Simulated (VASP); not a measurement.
Band structure of Cs (bcc). All values below come from rev-vdW-DF2, VASP's PBE PAW potentials (set 64) (plane waves; VASP).

Unless said otherwise, spin-orbit coupling is left out, though it shifts the bands of the heavy elements here.

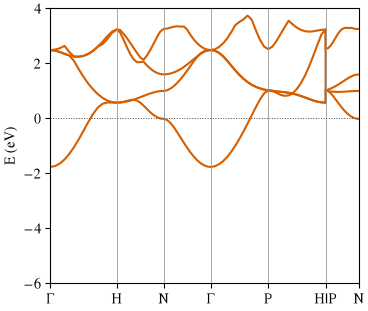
Fig. 1. Bands along high-symmetry lines, zero at the valence-band maximum or, without a gap, the Fermi level

Question: Read the plot: is there a gap, and where are the band edges?

Answer: It has no gap at this level: it comes out as a metal or semimetal. (Edges off the drawn lines would not show.)

The compound is Cs in the bcc structure. It was relaxed first, which changed the volume by -6 %.
